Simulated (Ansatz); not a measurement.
## Electronic structure of N$_{2}$···SiH$_{4}$ (SMILES N#N.[SiH4]) in real space

Input

```
crystal:
  periodic: [false, false, false]
  atoms:
    - {symbol: N, position_ang: [0.184068, -0.092581, -3.492536]}
    - {symbol: N, position_ang: [0.178342, -0.115155, -2.403399]}
    - {symbol: Si, position_ang: [-0.072159, 0.041304, 1.176883]}
    - {symbol: H, position_ang: [0.765727, -1.128981, 0.814083]}
    - {symbol: H, position_ang: [0.559358, 1.284020, 0.666604]}
    - {symbol: H, position_ang: [-0.191205, 0.121810, 2.655433]}
    - {symbol: H, position_ang: [-1.424129, -0.110317, 0.582932]}
basis:
  gaussian: {orbitals: "def2-TZVPPD.json"}
hamiltonian: {xc: pbe0, dispersion: d4}
output: {orbitals: {seedname: orbitals}}
```

Launched as:

```sh
ansatz run in.yaml --threads 2 --pin off --events-out ev --progress --plain --max-ram 5222MiB
```

Geometry: PBE0-D4/def2-TZVP.

Method: Ansatz 0.2.0, RKS PBE0-D4/def2-TZVPPD.

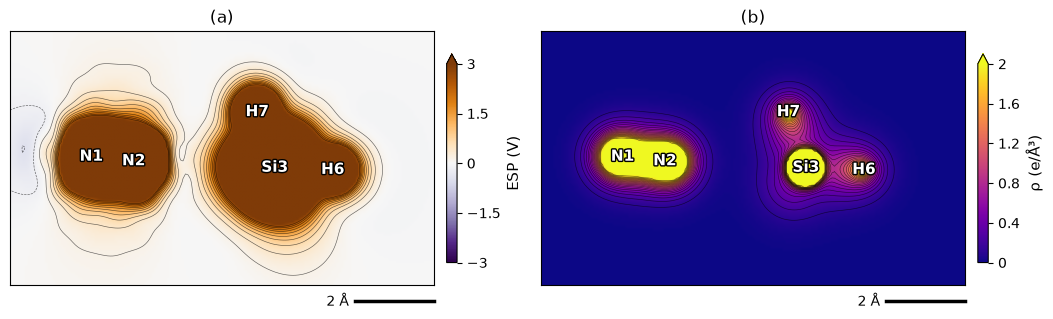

Figure 1. (a) electrostatic potential; (b) total electron density on the plane of atoms H6, Si3 and H7.

**Read the bonding off the picture.**

- The section cuts through N, Si and H sites.
- Si3···N2 (3.59 Å): the density falls to about 0.02 e/Å³ on the way (a non-bonded, intermolecular contact).
- N–N (1.09 Å): ρ at the midpoint is about 4.9 e/Å³.
- Si–H (1.49 Å): the density is about 0.81 e/Å³ at the midpoint.
- Outside the dense part of the complex the potential is most negative (−0.4 V) near N1.

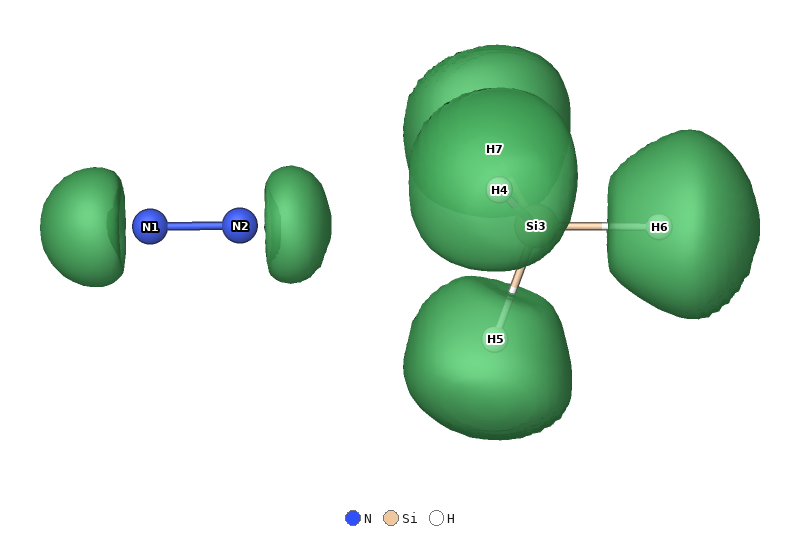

Figure 2. Isosurface of the electron localisation function at 0.9 (green), seen from one side. Core shells and regions of very low density are left out.

**What do the ELF domains correspond to?**

The surface consists of four regions around hydrogen nuclei and two lobes on N, pointing away from the bonds (lone pairs). Profiles from the grid: Si3···N2 (3.59 Å): the ELF dips to about 0 between them: a weak contact between the two molecules. N–N (1.09 Å): the ELF peaks at about 0.85 between the atoms: a multiple bond.

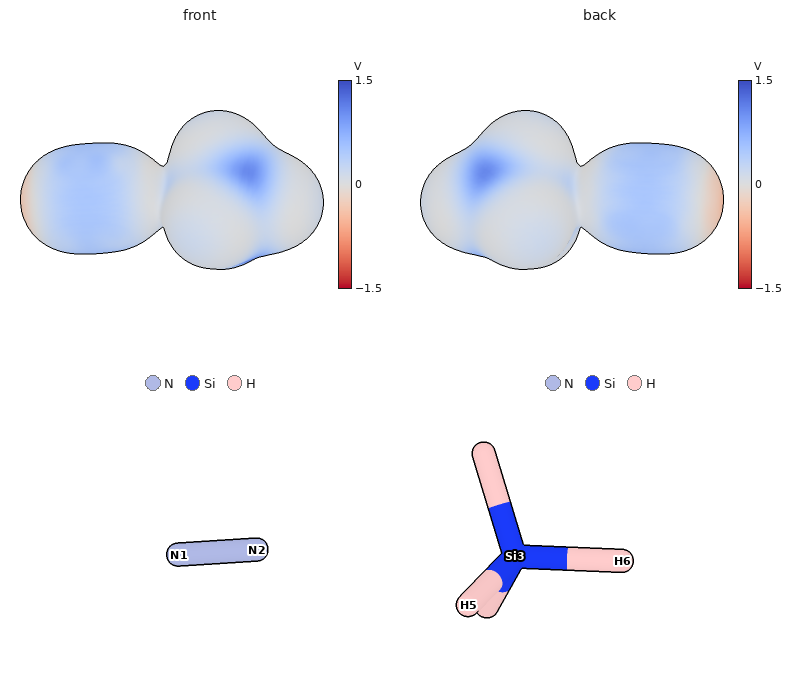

Figure 3. The electrostatic potential painted on the density surface at 0.002 e/bohr³, seen from the front and from behind; red is negative and blue positive. The bare structure is drawn below in the same view.

**Where is the surface potential most negative and most positive?**

The most negative region (about −0.4 V, or −9 kcal/mol for a unit charge) lies over N1, the most positive (about +1.0 V, or +23 kcal/mol for a unit charge) over Si3.
